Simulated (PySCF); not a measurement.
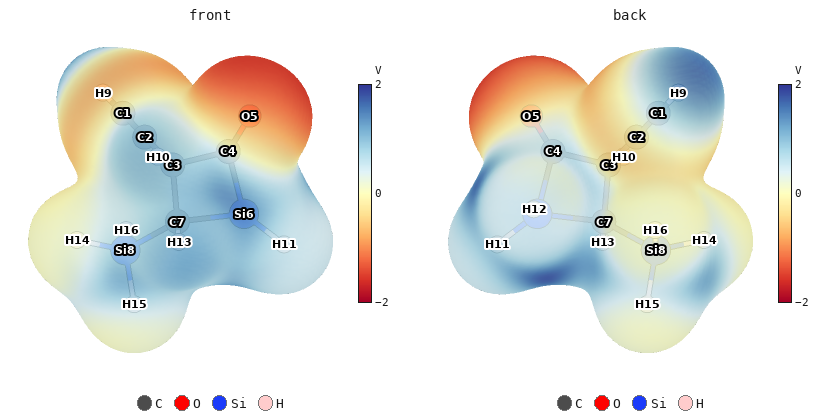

C$_{5}$H$_{8}$OSi$_{2}$. The molecular electrostatic potential painted on the density surface at 0.002 e/bohr³, seen from the front and from behind; red is negative and blue positive.

Geometry: GFN2-xTB.

Computed with PySCF 2.14.0, PBE0/pcSseg-1, SCF density, gas phase, non-relativistic.

| atom | x (Å) | y (Å) | z (Å) |
| --- | --- | --- | --- |
| C | 2.2725 | 0.4444 | 1.3785 |
| C | 1.3747 | -0.2204 | 0.9453 |
| C | 0.3253 | -1.0325 | 0.3817 |
| C | 0.7721 | -1.5277 | -1.0051 |
| O | 1.4770 | -2.4615 | -1.2688 |
| Si | -0.3721 | -0.2721 | -1.9223 |
| C | -0.9214 | -0.2290 | -0.0809 |
| Si | -1.2515 | 1.4100 | 0.8254 |
| H | 3.0446 | 1.0275 | 1.7833 |
| H | 0.1042 | -1.8529 | 1.0719 |
| H | -1.2994 | -0.7899 | -2.9235 |
| H | 0.3378 | 0.9135 | -2.3896 |
| H | -1.8049 | -0.8595 | 0.0541 |
| H | -1.3200 | 1.1643 | 2.2672 |
| H | -2.5431 | 1.9125 | 0.3473 |
| H | -0.2033 | 2.3821 | 0.5241 |

Question: Describe the electrostatic potential map.

Answer: The most negative region (about −1.5 V) lies over O5, the most positive (about +1.7 V) over Si6 and H9. O5 is the likeliest acceptor of a hydrogen bond.
